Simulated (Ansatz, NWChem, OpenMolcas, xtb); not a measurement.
# Loss of CH3Cl: Si(CH3)Cl3 → SiCl2 + CH3Cl

Species: Si(CH3)Cl3 (methyltrichlorosilane), singlet; SiCl2 `Cl[Si]Cl`, singlet; CH3Cl (chloromethane) `CCl`, singlet. 

Shapes, held fixed at every level: PBE0-D4/def2-TZVP. Programs: Ansatz 0.2.0, NWChem 7.3.0, OpenMolcas 26.06, xtb 6.7.1. A level may come from different programs for different species; with the same settings they agree closely. Electronic energies: no zero-point or thermal term.

| level | kind | ΔE (kJ/mol) |
| --- | --- | --- |
| GFN2-xTB | semi-empirical | +221.8 |
| HF/STO-3G | Hartree–Fock | +302.0 |
| HF/3-21G | Hartree–Fock | +246.3 |
| HF/def2-SVP | Hartree–Fock | +315.2 |
| B3LYP/6-31G* (spherical functions) | global hybrid | +275.4 |
| PBE0/def2-SVP | global hybrid | +323.3 |

PBE0/def2-SVP gives ΔE = +323.3 kJ/mol; the levels span +221.8 to +323.3. GFN2-xTB strays far from the other rows. The median of the levels is +288.7. No measured value is set beside it here. Rows in sets without polarisation functions are far from converged.

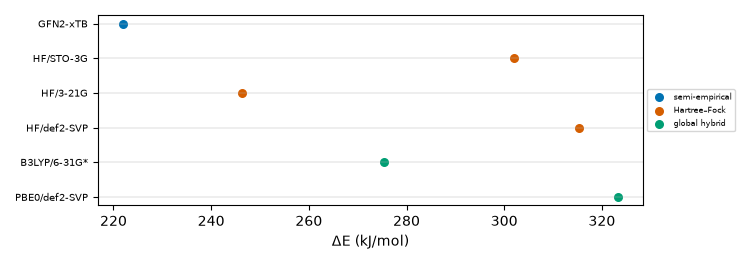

The values of the table, level by level.
